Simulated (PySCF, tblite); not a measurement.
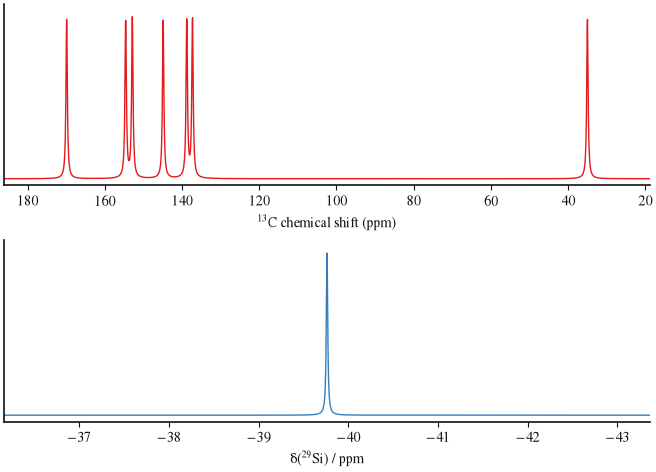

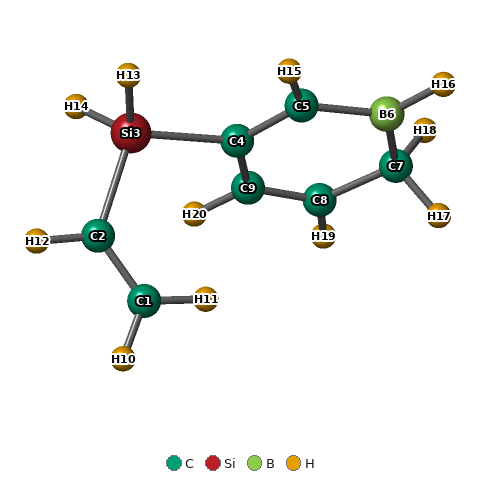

Spectrum and numbered structure of C₇H₁₁BSi, SMILES C=C[SiH2]C1=CBCC=C1. GIAO shifts, PBE0/pcSseg-1, PySCF, at a GFN2-xTB geometry (a minimum by its frequencies), against TMS for ¹³C and TMS for ²⁹Si computed at the same level. Gas phase, fully decoupled, line heights follow the number of nuclei, widths are arbitrary (no quadrupolar broadening); values of one conformer, averaged over nuclei that symmetry or rotation about single bonds exchange, these motions taken as fast; other conformers aren't averaged in.

Question: Which ¹³C nuclei are the least shielded, and which the most?

Answer: Least shielded: C4 at 169.9 ppm. Most shielded: C7 at 35.0 ppm.

Question: Where does the ²⁹Si line lie?

Answer: At −39.8 ppm (Si3).

Known limits of this run: the tight-binding geometry is rougher than a DFT one and adds to the error.
